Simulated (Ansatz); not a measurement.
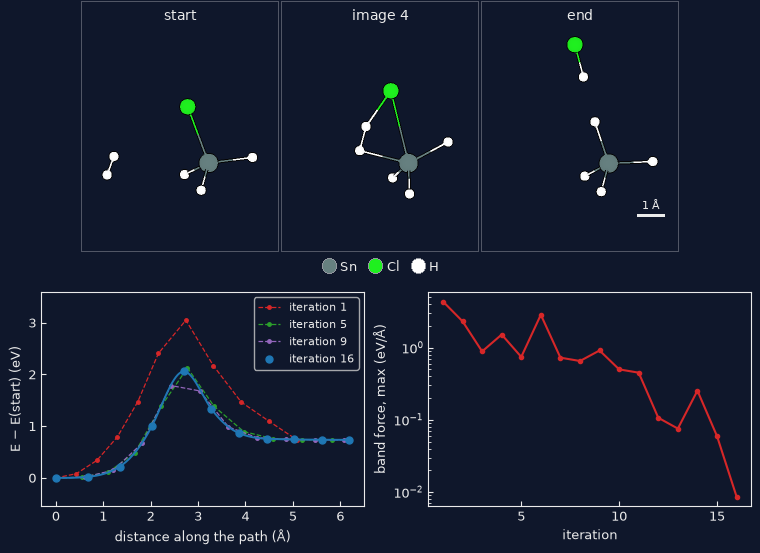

A nudged-elastic-band calculation for SnH₅Cl, made up at the start of SnH₃Cl and H2. Images are numbered from 0 (start) to 10 (end). The plot follows the band through its iterations. A ball-and-stick model, seen at a tilt.

Level of theory: RKS PBE0/def2-mTZVP in Ansatz. Set-up: 9 movable images; climbing image; force threshold 0.05 eV/Å; iteration limit 60; starting path through a guess of the saddle point.

Q: How did the profile develop, and is the result final?

A: The run is converged, with reservations. The band converged in 16 iterations. The largest component of the band force went from 4.4 to 0.0086 eV/Å. The climbing image converged on the top of the path. Its vibrational analysis gives 2 imaginary modes over 30i cm⁻¹, so it isn't confirmed as a transition state. The first iteration put the highest image at 3.05 eV. The energy climbs by 2.06 eV to image 4 and then falls by 1.32 eV, so the end point sits at +0.74 eV.

Limits of the set-up: the start holds two separate molecules, 3.4 Å apart at their closest, whose relative position is a soft coordinate and is computed without a dispersion correction.
